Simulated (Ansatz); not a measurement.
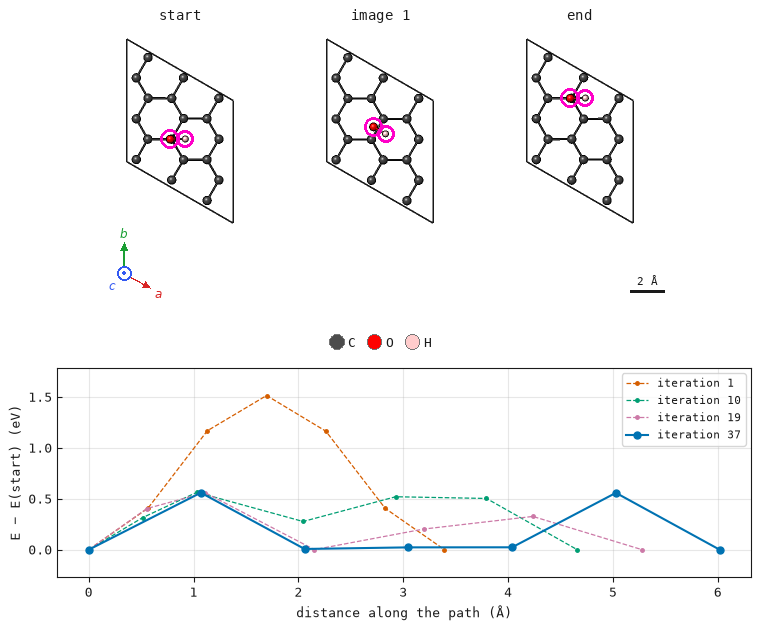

A nudged-elastic-band calculation for OH on graphene monolayer (20 atoms in the cell). Images are numbered from 0 (start) to 6 (end). The plot follows the band through its iterations. The picture is a ball-and-stick view of the simulation cell, with the vacuum cut short (origin moved), seen along the c axis. The atoms that move most are ringed. Bonds to atoms that aren't drawn are left out.

Computed with DFT PBE, scalar-relativistic, plane waves, PAW (Ansatz). Run with plane-wave cutoff 420 eV; k-point mesh 2 × 2 × 1; Gaussian smearing 0.02 eV; spin collinear; 5 movable images; climbing image; force threshold 0.05 eV/Å; iteration limit 58; starting path by straight interpolation.

### Did the band converge, and can the barrier be trusted?

The result isn't final. The band hadn't converged when the run stopped after 37 iterations. The barrier read from it is provisional, though the highest image hardly moved in the last two iterations. The first iteration put the highest image at 1.51 eV. The barrier is about 0.56 eV in both directions, with image 1 at the top; the ends have the same energy.

Limits of the set-up: the periodic images lie only 7.4 Å apart, so the values are limited by the cell's size.

PAW datasets: the set soft_1.
